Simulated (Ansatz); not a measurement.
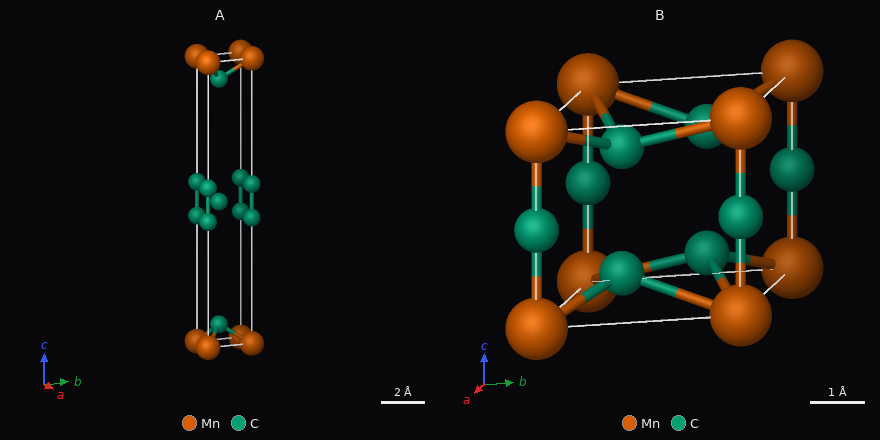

Two structures of MnC5, each relaxed to rest (conventional cells in solid outline, small ones repeated, not to one scale). Method: DFT PBE, scalar-relativistic, plane waves, PAW (Ansatz 0.2.0), without spin polarisation (spin-restricted runs, not always the ground states).

> What structure does each panel show?

A: 6 atoms a cell on a primitive hexagonal lattice, P-6m2. B: 6 atoms a cell on a primitive hexagonal lattice, P6/mmm.

> Which polymorph is favoured?

A is lower, by 281 meV/atom at this level of theory (energies at zero smearing). Volumes: A 14.5, B 8.5 Å³/atom.

One or both may be structure types tried for this composition rather than known phases.
